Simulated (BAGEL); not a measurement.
# SiH3Br (SMILES [SiH3]Br): levels of theory compared

Aim: a comparison of 3 runs (HF/STO-3G, HF/6-31G*, HF/def2-TZVP) of SiH3Br. 

The results are computed with BAGEL 1.2.2.

12 further runs of the same task are left out: 6 that didn't finish, 6 set aside as unsound or not needed. Runs told in other sessions of the task aren't counted.

## 1. The molecule

SiH3Br has 5 atoms, charge 0, and is taken as a singlet. SMILES: `[SiH3]Br`. The Si1–H4 distance was set to 1.925 Å, away from the relaxed value.

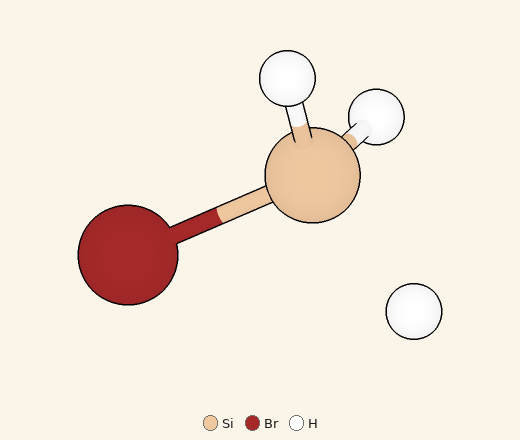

Viewed from a chosen angle; silicon light orange, bromine red, hydrogen white.

## 2. The energy at HF/STO-3G (density fitting with cc-pvqz-jkfit) (run 1)

The input, hf.json:

```json
{ "bagel": [

{
  "title": "molecule",
  "basis": "sto-3g",
  "df_basis": "cc-pvqz-jkfit",
  "angstrom": "true",
  "geometry": [
    { "atom": "Si", "xyz": [      -0.003994,       0.292314,       0.304465 ] },
    { "atom": "Br", "xyz": [       1.996446,      -0.468916,       0.890935 ] },
    { "atom": "H", "xyz": [      -0.921124,       0.131044,       1.455535 ] },
    { "atom": "H", "xyz": [      -0.625550,      -0.731350,      -1.202270 ] },
    { "atom": "H", "xyz": [       0.127916,       1.721774,      -0.057925 ] }
  ]
},

{ "title": "hf" },

{ "title": "print", "file": "orbitals.molden", "orbitals": "true" }

]}
```

Started as:

```sh
$ BAGEL_NUM_THREADS=1 BAGEL hf.json > hf.out
```

The program printed:

```text
* using 1 threads per process

  ===============================================================
  ===============================================================

  *** Geometry ***

  { "atom" : "Si", "xyz" : [     -0.007548,      0.552393,      0.575355 ] },
  { "atom" : "Br", "xyz" : [      3.772736,     -0.886123,      1.683623 ] },
  { "atom" : "H", "xyz" : [     -1.740672,      0.247637,      2.750563 ] },
  { "atom" : "H", "xyz" : [     -1.182118,     -1.382051,     -2.271961 ] },
  { "atom" : "H", "xyz" : [      0.241726,      3.253681,     -0.109462 ] },

  Number of auxiliary basis functions:      519

  Since a DF basis is specified, we compute 2- and 3-index integrals:
    o Being stored without compression. Storage requirement is 0.004 GB

  Number of basis functions:       30
  Number of electrons      :       52

    * METHOD: MOLECULE                             0.17

  *** RHF ***

  === Nuclear Repulsion ===
   149.0116036745

      * DIIS with orbital gradients will be used.

  === RHF iteration (sto-3g) ===
      0      -2831.92037374          0.01003373           0.03
      1      -2831.96579151          0.00211978           0.03
      2      -2831.96751826          0.00044331           0.03
      3      -2831.96764348          0.00004022           0.03
      4      -2831.96764481          0.00000676           0.03
      5      -2831.96764485          0.00000074           0.03
      6      -2831.96764485          0.00000009           0.03
      7      -2831.96764485          0.00000003           0.03
      8      -2831.96764485          0.00000001           0.03
    * SCF iteration converged.

    * Permanent dipole moment:
           (    0.753683,    -0.366480,     0.137213) a.u.

    * METHOD: HF                                   0.32

    * METHOD: PRINT                                0.00

  ===============================================================
```

It took 0.66 s on 1 thread of Arm Neoverse V2, shared host; peak memory 0.14 GiB.

## 3. The energy at HF/6-31G(d) (density fitting with cc-pvqz-jkfit, spherical functions) (run 2)

The input, input.json:

```json
{ "bagel": [

{
  "title": "molecule",
  "basis": "6-31gs.json",
  "df_basis": "cc-pvqz-jkfit",
  "angstrom": "true",
  "geometry": [
    { "atom": "Si", "xyz": [      -0.003994,       0.292314,       0.304465 ] },
    { "atom": "Br", "xyz": [       1.996446,      -0.468916,       0.890935 ] },
    { "atom": "H", "xyz": [      -0.921124,       0.131044,       1.455535 ] },
    { "atom": "H", "xyz": [      -0.625550,      -0.731350,      -1.202270 ] },
    { "atom": "H", "xyz": [       0.127916,       1.721774,      -0.057925 ] }
  ]
},

{
  "title": "hf"
},

{
  "title": "print",
  "file": "orbitals.molden",
  "orbitals": "true"
}

]}
```

The basis set 6-31G* is read from a file made from the Basis Set Exchange's data (not shown).

Started as:

```sh
$ BAGEL_NUM_THREADS=1 BAGEL input.json > input.out
```

The program printed:

```text
* using 1 threads per process

  ===============================================================
  ===============================================================

  *** Geometry ***

  { "atom" : "Si", "xyz" : [     -0.007548,      0.552393,      0.575355 ] },
  { "atom" : "Br", "xyz" : [      3.772736,     -0.886123,      1.683623 ] },
  { "atom" : "H", "xyz" : [     -1.740672,      0.247637,      2.750563 ] },
  { "atom" : "H", "xyz" : [     -1.182118,     -1.382051,     -2.271961 ] },
  { "atom" : "H", "xyz" : [      0.241726,      3.253681,     -0.109462 ] },

  Number of auxiliary basis functions:      519

  Since a DF basis is specified, we compute 2- and 3-index integrals:
    o Being stored without compression. Storage requirement is 0.013 GB

  Number of basis functions:       56
  Number of electrons      :       52

    * METHOD: MOLECULE                             0.23

  *** RHF ***

  === Nuclear Repulsion ===
   149.0116036745

      * DIIS with orbital gradients will be used.

  === RHF iteration (6-31gs.json) ===
      0      -2862.71267181          0.00969610           0.06
      1      -2862.75053151          0.00412242           0.05
      2      -2862.75568555          0.00107921           0.05
      3      -2862.75612218          0.00022270           0.05
      4      -2862.75614290          0.00004599           0.06
      5      -2862.75614444          0.00001431           0.05
      6      -2862.75614461          0.00000374           0.05
      7      -2862.75614462          0.00000094           0.05
      8      -2862.75614462          0.00000016           0.05
      9      -2862.75614462          0.00000005           0.05
     10      -2862.75614462          0.00000001           0.05
    * SCF iteration converged.

    * Permanent dipole moment:
           (    0.525418,    -0.411245,    -0.068052) a.u.

    * METHOD: HF                                   0.75

    * METHOD: PRINT                                0.01

  ===============================================================
```

Run time: 1.1 s. Hardware: 1 thread of Arm Neoverse V2, shared host; peak memory 0.14 GiB.

## 4. The energy at HF/def2-TZVP (density fitting with cc-pvqz-jkfit) (run 3)

hf.json: that of step 2 with these lines changed.

```diff
@@ -4,3 +4,3 @@
   "title": "molecule",
-  "basis": "sto-3g",
+  "basis": "def2-tzvp.json",
   "df_basis": "cc-pvqz-jkfit",
@@ -16,3 +16,3 @@
 
-{ "title": "hf" },
+{ "title": "hf", "charge": 0 },
```

The basis set def2-TZVP is read from a file made from the Basis Set Exchange's data (not shown).

Started as:

```sh
$ BAGEL_NUM_THREADS=1 BAGEL hf.json > hf.out
```

The program printed:

```text
* using 1 threads per process

  ===============================================================
  ===============================================================

  *** Geometry ***

  { "atom" : "Si", "xyz" : [     -0.007548,      0.552393,      0.575355 ] },
  { "atom" : "Br", "xyz" : [      3.772736,     -0.886123,      1.683623 ] },
  { "atom" : "H", "xyz" : [     -1.740672,      0.247637,      2.750563 ] },
  { "atom" : "H", "xyz" : [     -1.182118,     -1.382051,     -2.271961 ] },
  { "atom" : "H", "xyz" : [      0.241726,      3.253681,     -0.109462 ] },

  Number of auxiliary basis functions:      519

  Since a DF basis is specified, we compute 2- and 3-index integrals:
    o Being stored without compression. Storage requirement is 0.044 GB

  Number of basis functions:      103
  Number of electrons      :       52

    * METHOD: MOLECULE                             0.28

  *** RHF ***

  === Nuclear Repulsion ===
   149.0116036745

      * DIIS with orbital gradients will be used.

  === RHF iteration (def2-tzvp.json) ===
      0      -2863.07124196          0.00677556           0.11
      1      -2863.10192095          0.00244276           0.11
      2      -2863.10530992          0.00104444           0.11
      3      -2863.10591839          0.00012736           0.11
      4      -2863.10592913          0.00003695           0.11
      5      -2863.10593033          0.00001148           0.11
      6      -2863.10593045          0.00000368           0.11
      7      -2863.10593046          0.00000106           0.11
      8      -2863.10593046          0.00000030           0.11
      9      -2863.10593046          0.00000008           0.11
     10      -2863.10593046          0.00000002           0.11
     11      -2863.10593046          0.00000001           0.11
    * SCF iteration converged.

    * Permanent dipole moment:
           (    0.388360,    -0.337390,    -0.085425) a.u.

    * METHOD: HF                                   1.57

    * METHOD: PRINT                                0.02

  ===============================================================
```

Wall time 2 s (1 thread of Arm Neoverse V2, shared host); peak memory 0.15 GiB.

## 5. Overview of the runs

```tsv
run	level	energy (Eh)	dipole moment (D)	HOMO energy (eV)	LUMO energy (eV)	wall time
1	HF/STO-3G (density fitting with cc-pvqz-jkfit)	-2831.967645	2.16	-8.12	7.64	0.66 s
2	HF/6-31G* (density fitting with cc-pvqz-jkfit, spherical functions)	-2862.756145	1.70	-11.08	2.73	1.1 s
3	HF/def2-TZVP (density fitting with cc-pvqz-jkfit)	-2863.105930	1.33	-11.08	2.58	2 s
```

## 6. Summary of results

```
            quantity           value
 run 3: total energy  -2863.10593 Eh
run 3: dipole moment          1.33 D
  run 3: HOMO energy       -11.08 eV
  run 3: LUMO energy         2.58 eV
run 3: HOMO–LUMO gap        13.66 eV
```

What this shows: The dipole moment (its size) runs from 1.33 D (HF/def2-TZVP) to 2.16 D (HF/STO-3G). The HOMO–LUMO gap runs from 13.66 eV (HF/def2-TZVP) to 15.76 eV (HF/STO-3G). In run 1 the basis is minimal, so the values are rough. All runs together took 3.9 s, the longest 2 s.
